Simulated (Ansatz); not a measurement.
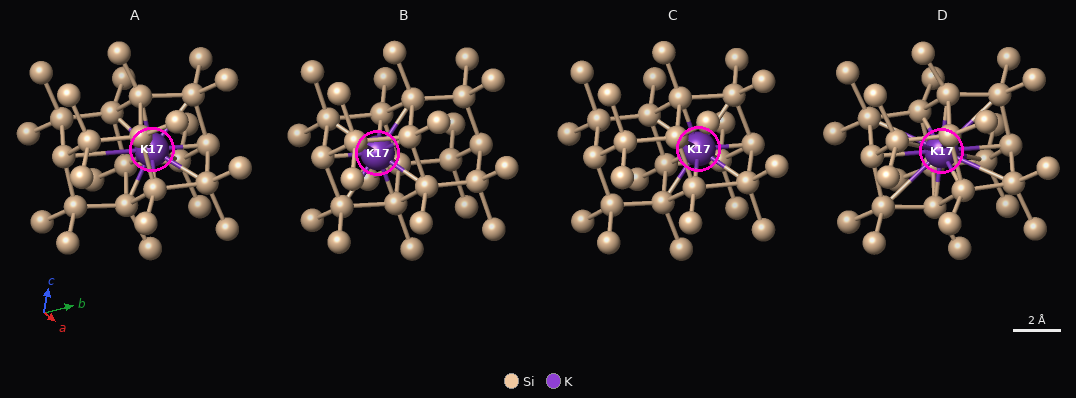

4 geometries from a converged minimum-energy path of a defect cell of composition KSi$_{16}$ (cell charge +1) (17 atoms in the cell), shuffled. Style: ball-and-stick. Shown: the atoms within 5.4 Å of the middle of the path, slightly off an axis. The moving atom is ringed, with any periodic copies. Bonds to atoms that aren't drawn are left out.

Method: DFT LDA, scalar-relativistic, plane waves, PAW (Ansatz 0.2.0). Set-up: plane-wave cutoff 420 eV; k-point mesh 3 × 3 × 3; Gaussian smearing 0.02 eV; 3 movable images; climbing image.

One of them is the converged climbing image. Which?

D. In order along the path, whose images run from 0 to 4: B (image 0, 0.00 eV), D (image 2, +1.56 eV), A (image 3, +0.45 eV), C (image 4, 0.00 eV). The K atom travels furthest, 2.34 Å from end to end, along [−1 3 −1], on a straight line. At the highest image its nearest neighbour (Si) is 2.50 Å away, against 2.46 Å at the start, and the surrounding atoms stand up to 0.44 Å off the mean of their end positions.

Limits of the set-up: the periodic images lie only 7.6 Å apart, so the values are limited by the cell's size; the cell is charged, on a uniform background, and energies carry no finite-size correction.

Cost: 68 s on 4 threads of Intel(R) Xeon(R) 6975P-C (Granite Rapids), with other jobs on the host, peak memory 1.4 GiB.
